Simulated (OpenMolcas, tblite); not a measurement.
# B2H4F2 (SMILES [BH2-]1[F+][BH2-][F+]1): methods side by side

B2H4F2: 8 atoms, total charge 0, spin state singlet. As SMILES, `[BH2-]1[F+][BH2-][F+]1`. The shape is that of a PBE0-D4/def2-TZVP optimisation.

Quantity: the vertical energy of the triplet above the singlet, in eV. The values are calculated.

```tsv
level	kind	program	value (eV)	less CCSD(T)/cc-pVDZ	CPU time (all runs)
IPEA1-xTB	semi-empirical	tblite	6.99	-1.18	under 2 s
SVWN5/cc-pVDZ	LDA	OpenMolcas	6.27	-1.90	30 s
PBE/cc-pVDZ	GGA	OpenMolcas	6.43	-1.74	54 s
TPSS/cc-pVDZ	meta-GGA	OpenMolcas	6.90	-1.27	80 s
BHLYP/cc-pVDZ	global hybrid	OpenMolcas	8.36	+0.19	53 s
M06-2X/cc-pVDZ	hybrid meta-GGA	OpenMolcas	8.12	-0.05	89 s
CCSD(T)/cc-pVDZ, open shells restricted	coupled cluster or CI	OpenMolcas	8.17	0.00	57 s
```

Differences are taken from CCSD(T)/cc-pVDZ, open shells restricted for orientation; it has basis-set and higher-order errors of its own. The values span 6.27 to 8.36 eV. A triplet this far above the singlet is often a Rydberg-like or dissociative state; sets without diffuse functions put Rydberg states too high. Times are those of the runs behind each value, whatever else they computed, on shared processors of several kinds: orders of magnitude only.

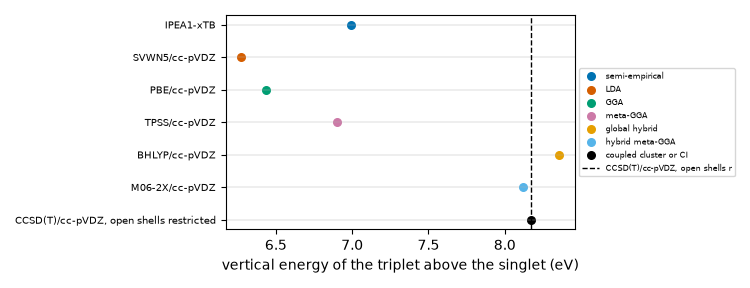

The values of the table, level by level.
